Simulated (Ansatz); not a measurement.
## Run report: C₂H₄ClGeN, single-point calculation

- system: C₂H₄ClGeN, SMILES [CH3][GeH]([Cl])[C]#N
- method: RKS BLYP-D4/def2-TZVPP (Ansatz 0.2.0)

The geometry comes from this level: PBE0-D4/def2-TZVP.

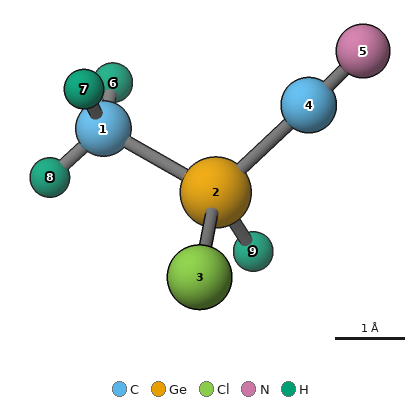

*The structure (ball-and-stick view, seen at a tilt; atoms are numbered from 1 in the order of the input). Sticks mark near contacts.*

Bond lengths as drawn: Cl–Ge 2.14 Å, C–Ge 1.93 Å, C–H 1.09 Å, C–N 1.15 Å and Ge–H 1.53 Å.

**The input**
```yaml
crystal:
  periodic: [false, false, false]
  atoms:
    - {symbol: C, position_ang: [-1.131317, -0.635241, 0.278838]}
    - {symbol: Ge, position_ang: [0.579159, -0.126568, -0.456814]}
    - {symbol: Cl, position_ang: [2.123857, -1.349523, 0.389544]}
    - {symbol: C, position_ang: [0.984513, 1.679077, 0.085500]}
    - {symbol: N, position_ang: [1.183987, 2.766259, 0.408139]}
    - {symbol: H, position_ang: [-1.909623, 0.022137, -0.111219]}
    - {symbol: H, position_ang: [-1.097379, -0.550202, 1.364602]}
    - {symbol: H, position_ang: [-1.354846, -1.665865, 0.003515]}
    - {symbol: H, position_ang: [0.710249, -0.186471, -1.979306]}
basis:
  gaussian: {orbitals: def2-TZVPP}
hamiltonian: {xc: {name: BLYP}, dispersion: d4}
output: {orbitals: {seedname: orbitals}}
```

Run on 4 threads of Arm Neoverse V2, 23 GiB of memory available, shared host.

Command:
```bash
ansatz run in.yaml --threads 4 --pin off --events-out ev --progress --plain --max-ram 10444MiB
```

**Output**
```
Functional definition: BLYP
  name "BLYP"
  cite "Becke, Phys. Rev. A 38, 3098 (1988) doi:10.1103/PhysRevA.38.3098"
  cite "Lee, Yang & Parr, Phys. Rev. B 37, 785 (1988) doi:10.1103/PhysRevB.37.785"
  parameter beta = 0.0042
  parameter a = 0.04918
  parameter b = 0.132
  parameter c = 0.2533
  parameter d = 0.349
  exchange = b88_x(beta = beta)
  correlation = lyp_c(a = a, b = b, c = c, d = d)
1403 factors; their error is unknown
mean field evaluation 1: about -72657.7043 eV, gradient 8.7e1 eV
mean field evaluation 2: about -72606.8217 eV, gradient 1.6e2 eV
mean field evaluation 4: about -72672.2808 eV, gradient 2.0e1 eV
mean field evaluation 8: about -72673.0360 eV, gradient 2.2e-1 eV
mean field evaluation 16: about -72673.0045 eV, gradient 7.0e-4 eV
mean field -72673.00451501 eV, -2670.6836563949 hartree, gradient 3.3e-5 eV, S^2 0.000000; 0 other end points of the search recorded, 0 dependent functions left out
reference -72673.00489680 eV, -2670.6836704256 hartree; 36, 36 occupied and 203, 203 virtual orbitals, 1403 factors
Total energy: -72673.46042654 eV, -2670.7004108346 hartree
```

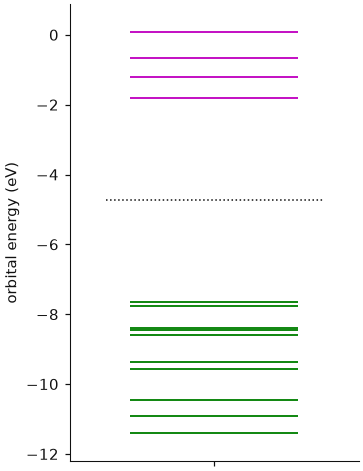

*Orbital energies near the frontier; the dotted line parts filled from empty levels, and levels within 0.02 eV of each other stand side by side.*

Highest filled −7.64 eV, lowest empty −1.81 eV, 5.83 eV apart.

**Results in brief**

| quantity | value |
| --- | --- |
| outcome | converged |
| total energy | −72673.4604 eV |
| mean-field energy | −72673.0049 eV |
| dispersion energy | −0.4555 eV |
| SCF solution under orbital rotations | stable |
| HOMO | −7.64 eV |
| LUMO | −1.81 eV |
| wall time | 1.8 s (CPU time 6.5 s) |
| peak memory | 0.32 GiB |
